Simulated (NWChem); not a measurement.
# NO+ (nitrosonium): r2SCAN/MINI

What is the vertical ionisation energy of NO+ (nitrosonium) at r2SCAN/MINI? 

The calculation is run with NWChem 7.3.0.

5 further runs of the same task are left out: 5 set aside as unsound or not needed.

## Step 1: The structure to begin with

NO+: 2 atoms, total charge +1, spin state singlet. As SMILES, `N#[O+]`. Geometry: the measured bond length.

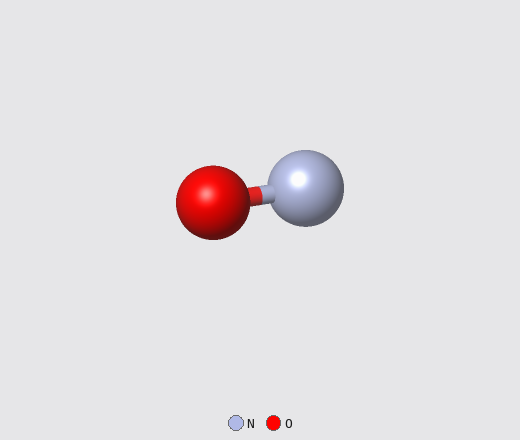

The structure, seen from a chosen angle (nitrogen light blue, oxygen red).

## Step 2: The energy at r2SCAN/MINI

Input file mymol.nw:

```
START mymol
TITLE "NO energy"
memory 2200 mb
charge 1

GEOMETRY units atomic noautosym nocenter noautoz
N      0.00000000     0.00000000     0.00000000
O      0.00000000     0.00000000     2.00919461
END

BASIS spherical bse
* library MINI
END

DFT
xc r2scan
grid fine
convergence energy 1e-08
iterations 100
mulliken
print low
END

TASK dft
```

Command:

```console
$ nwchem mymol.nw > mymol.out
```

The program printed:

```text
Northwest Computational Chemistry Package (NWChem) 7.3.0
             --------------------------------------------------------

           Job information
           ---------------

    nwchem branch   = 7.3.0
    use scalapack   = T
    input           = mymol.nw
    prefix          = mymol.
    data base       = ./mymol.db
    status          = startup
    nproc           =        1

           Memory information
           ------------------

    heap     =     72089600 doubles =      550.0 Mbytes
    stack    =     72089597 doubles =      550.0 Mbytes
    global   =    144179200 doubles =     1100.0 Mbytes (distinct from heap & stack)
    total    =    288358397 doubles =     2200.0 Mbytes
    verify   = yes
    hardfail = no

           Directory information
           ---------------------

  0 permanent = .
  0 scratch   = .

                                NWChem Input Module
                                -------------------

                                     NO energy
                                     ---------

                             Geometry "geometry" -> ""
                             -------------------------

 Output coordinates in a.u. (scale by  1.000000000 to convert to a.u.)

  No.       Tag          Charge          X              Y              Z
 ---- ---------------- ---------- -------------- -------------- --------------
    1 N                    7.0000     0.00000000     0.00000000     0.00000000
    2 O                    8.0000     0.00000000     0.00000000     2.00919461

      Atomic Mass
      -----------

      N                 14.003070
      O                 15.994910

 Effective nuclear repulsion energy (a.u.)      27.8718645378

            Nuclear Dipole moment (a.u.)
            ----------------------------
        X                 Y               Z
 ---------------- ---------------- ----------------
     0.0000000000     0.0000000000    16.0735568800

            XYZ format geometry
            -------------------
     2
 geometry
 N                     0.00000000     0.00000000     0.00000000
 O                     0.00000000     0.00000000     1.06322008

 ==============================================================================
                                internuclear distances
 ------------------------------------------------------------------------------
       center one      |      center two      | atomic units |       a.u.
 ------------------------------------------------------------------------------
    2 O                |   1 N                |     2.00919  |     2.00919
 ------------------------------------------------------------------------------
                         number of included internuclear distances:          1
 ==============================================================================

 Summary of "ao basis" -> "" (spherical)
 ------------------------------------------------------------------------------
       Tag                 Description            Shells   Functions and Types
 ---------------- ------------------------------  ------  ---------------------
 *                            MINI                    on all atoms

                                 NWChem DFT Module
                                 -----------------

                                     NO energy

                      Basis "ao basis" -> "ao basis" (spherical)
                      -----
  [basis functions not shown]

 Summary of "ao basis" -> "ao basis" (spherical)
 ------------------------------------------------------------------------------
       Tag                 Description            Shells   Functions and Types
 ---------------- ------------------------------  ------  ---------------------
 N                            MINI                   3        5   2s1p
 O                            MINI                   3        5   2s1p

  Caching 1-el integrals
   Time after variat. SCF:      0.1

     ---------------------------------------------
      Total Density - Mulliken Population Analysis
     ---------------------------------------------

    Atom       Charge   Shell Charges
 -----------   ------   -------------------------------------------------------
    1 N    7     5.81   2.00  1.73  2.08
    2 O    8     8.19   2.00  1.82  4.37
   Time prior to 1st pass:      0.1

           Memory utilization after 1st SCF pass:
           Heap Space remaining (MW):       38.15            38153312
          Stack Space remaining (MW):       72.09            72089420

   convergence    iter        energy       DeltaE   RMS-Dens  Diis-err    time
 ---------------- ----- ----------------- --------- --------- ---------  ------
 d= 0,ls=0.0,diis     1   -128.2628165005 -1.56D+02  1.85D-01  6.17D-01     0.2
 d= 0,ls=0.0,diis     2   -127.6708422429  5.92D-01  1.40D-01  5.25D+00     0.3
 d= 0,ls=0.0,diis     3   -128.3385516279 -6.68D-01  3.74D-03  2.70D-03     0.3
 d= 0,ls=0.0,diis     4   -128.3388707259 -3.19D-04  2.44D-04  1.55D-05     0.4
 d= 0,ls=0.0,diis     5   -128.3388726383 -1.91D-06  3.14D-05  2.70D-07     0.4
 d= 0,ls=0.0,diis     6   -128.3388726704 -3.21D-08  3.77D-07  5.84D-11     0.5
 d= 0,ls=0.0,diis     7   -128.3388726704 -6.65D-12  6.21D-08  1.33D-12     0.5

         Total DFT energy =     -128.338872670432
      One electron energy =     -220.271403984662
           Coulomb energy =       78.527959691746
    Exchange-Corr. energy =      -14.467292915317
 Nuclear repulsion energy =       27.871864537801

 Numeric. integr. density =       14.000000000128

     Total iterative time =      0.5s

     ---------------------------------------------
      Total Density - Mulliken Population Analysis
     ---------------------------------------------

    Atom       Charge   Shell Charges
 -----------   ------   -------------------------------------------------------
    1 N    7     6.26   2.00  1.76  2.50
    2 O    8     7.74   2.00  1.87  3.87

     -------------------------------------------
      Total Density - Lowdin Population Analysis
     -------------------------------------------

    Atom       Charge   Shell Charges
 -----------   ------   -------------------------------------------------------
    1 N    7     6.38   2.00  1.69  2.70
    2 O    8     7.62   2.00  1.70  3.92

 Task  times  cpu:        0.5s     wall:        0.5s
 Total times  cpu:        0.5s     wall:        0.5s
```

It took 1.2 s on 1 thread of Intel Xeon Platinum 8375C at 2.90GHz (Ice Lake), shared host; peak memory 0.1 GiB.

## Step 3: Doublet [NO]2+, same level

Input file work.nw:

```
start work
title "NO r2SCAN"
memory total 2200 mb
charge 2

geometry noautosym nocenter noautoz
  N        0.000000       0.000000       0.000000
  O        0.000000       0.000000       1.063220
end

basis "ao basis" spherical bse
  * library MINI
end

dft
  xc r2scan
  mult 2
  grid fine
  convergence energy 1e-08
  maxiter 100
  mulliken
  noprint "final vectors analysis"
end

task dft energy
```

Command:

```console
$ nwchem work.nw > work.out
```

The program printed:

```text
[...]
          Wavefunction type:  spin polarized.
          No. of atoms     :     2
          No. of electrons :    13
[...]
          Charge           :     2
          Spin multiplicity:     2
[...]
          AO basis - number of functions:    10
[...]
              XC Information
              --------------
                      r^2SCAN Method XC Functional
               r^2SCAN metaGGA Exchange Functional  1.000
                     r^2SCAN Correlation Potential  1.000
[...]
 d= 0,ls=0.0,diis     1   -126.8206635425 -1.55D+02  1.68D-01  5.48D-01     0.2
[...]
 d= 0,ls=0.0,diis    11   -127.1216815963 -3.22D-09  1.00D-06  1.51D-11     1.2
[...]
         Total DFT energy =     -127.121681596280
      One electron energy =     -211.821885592429
           Coulomb energy =       70.659432278940
    Exchange-Corr. energy =      -13.831094824037
 Nuclear repulsion energy =       27.871866541246
[...]
      Total Density - Mulliken Population Analysis
     ---------------------------------------------
    Atom       Charge   Shell Charges
 -----------   ------   -------------------------------------------------------
    1 N    7     5.64   2.00  1.37  2.28
    2 O    8     7.36   2.00  1.86  3.50
[...]
      <S2> =      0.7655 (Exact =     0.7500)
[...]
```

Run time: 1.8 s. Hardware: 1 thread of Intel Xeon Platinum 8375C at 2.90GHz (Ice Lake), shared host; peak memory 0.1 GiB.

## Step 4: Summary of results

At r2SCAN/MINI:

| quantity | value |
| --- | --- |
| singlet NO+: total energy | -128.33887 Eh |
| doublet [NO]2+: total energy | -127.12168 Eh |
| doublet [NO]2+: ⟨S²⟩ | 0.765 |
| vertical ionisation energy (to the doublet dication) | 33.121 eV |

In words: Removing an electron at fixed nuclei costs 33.12 eV (3196 kJ/mol). In a minimal basis such a difference can be off by several eV, whatever the method.
